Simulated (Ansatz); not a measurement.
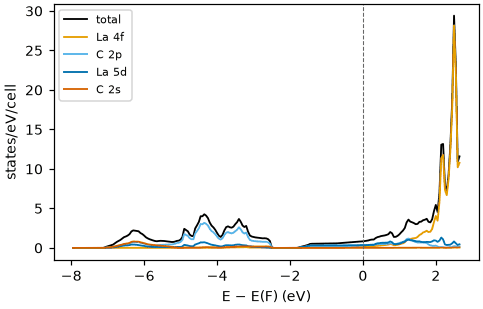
*Total and projected density of states of LaC$_{2}$ in space group Immm (No. 71; La on 2a, C on 4h), LDA (plane waves, PAW; program Ansatz)*

Task: Which orbitals carry the states next to the Fermi level?

Result: Within 0.5 eV of the Fermi level: La 5d 43 %, C 2p 37 %, La 4f 17 %. Projections are on Löwdin-orthogonalised atomic valence shells; empty p or d shells of many metals are not among them.

Task: Where is the tallest occupied peak in this window, and what makes it?

Result: Near -4.3 eV, about 4.3 states/eV per cell; the largest projected share is C 2p.

The first step of the workflow began from a Materials Project structure, measured or hypothetical; the Crystallography Open Database copy checked does not list it. COD files the formula under space group No. 139. Its standing as an ambient phase is unchecked. The LDA relaxation kept the symmetry of its start; its stability against distortions is not shown here. Spin–orbit coupling is left out wherever it is not named.

Potentials: the later of the program's two PAW sets.
